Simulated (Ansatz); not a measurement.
# CH4O2SSi: what the fields show

```xyz
9

O     0.4886    1.0357    1.6379
Si    0.9299   -0.0618    0.4917
O    -0.0412    0.0872   -0.8938
C    -1.2284   -0.4727   -1.0978
S    -2.1762   -0.1694   -2.3680
H     0.6428    1.9690    1.4624
H     2.3025    0.1582   -0.0233
H     0.6964   -1.4009    1.0845
H    -1.5260   -1.1917   -0.3108
```

Level of theory: RKS PBE0-D4/def2-SVP in Ansatz.

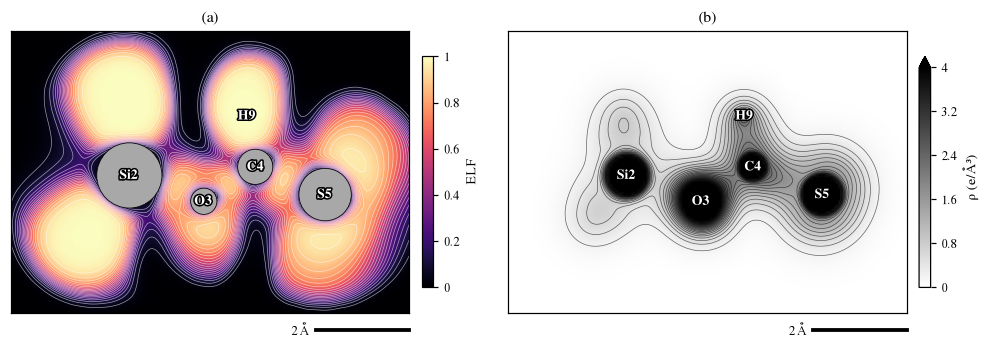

Figure 1. (a) electron localisation function; (b) electron density on the plane of atoms O3, C4 and S5. Grey discs cover the atomic cores in the ELF map.

Question: Describe what can be read from this map.

Answer: Atoms in the plane: Si, O, C, S and H.
C–O (1.33 Å): ρ is about 2.5 e/Å³ halfway; the ELF peaks at about 0.90 between the atoms, as expected for a polar covalent bond.
C–S (1.61 Å): the density is about 1.7 e/Å³ at the midpoint; the ELF peaks at about 0.90 between the atoms (localised, covalent bonding).
Si–O (1.70 Å): ρ is about 0.99 e/Å³ halfway; the ELF peaks at about 0.90 between the atoms (a polar covalent bond).
C–H (1.11 Å): ρ is about 2 e/Å³ halfway; the ELF climbs to about 1 towards the hydrogen, as it does in any bond to H; a covalent bond by its length.
The ELF also peaks beside S5 and O3, away from the bonds: lone-pair regions.

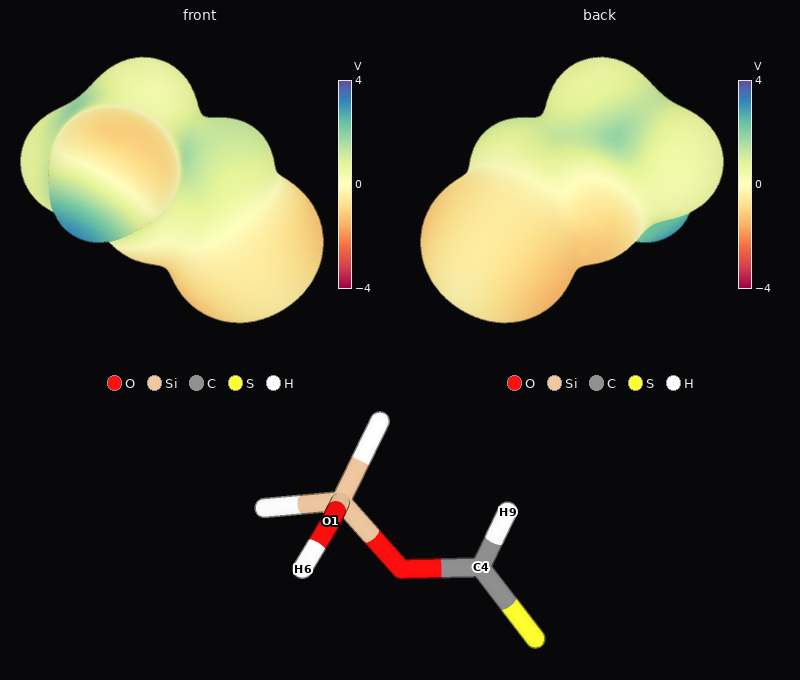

Figure 2. The molecular electrostatic potential painted on the density surface at 0.002 e/bohr³, seen from the front and from behind; red is negative and blue positive. The bare structure is drawn below in the same view.

Question: Which sites attract a positive test charge, and which a negative one?

Answer: A positive charge is drawn to the negative regions and a negative charge to the positive ones. The most negative region (about −1.3 V) lies over S5, the most positive (about +3.0 V) over H6.

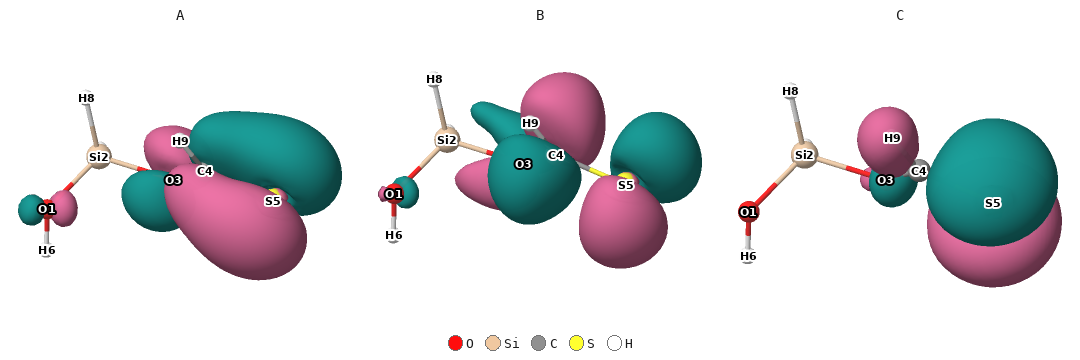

Figure 3. Three frontier orbitals at ±0.1 Å⁻³ᐟ² (teal and pink are the two phases), in no order.

Question: Which picture is the HOMO−1, the HOMO and the LUMO?

Answer: A is the HOMO−1 (−7.76 eV). By Hirshfeld shares it lies mainly on S5 (about 60 %), C4 (about 20 %) and O3 (about 20 %). C is the HOMO (−6.46 eV). It lies mainly on S5 (about 85 %) and C4 (about 10 %); largely a lone pair of S5. B is the LUMO (−1.47 eV). Its weight (Hirshfeld) is mainly on S5 (about 40 %), C4 (about 40 %) and O3 (about 10 %); π-antibonding (π*) across S5–C4.

Question: What is the HOMO–LUMO gap?

Answer: 4.99 eV between the orbital energies.
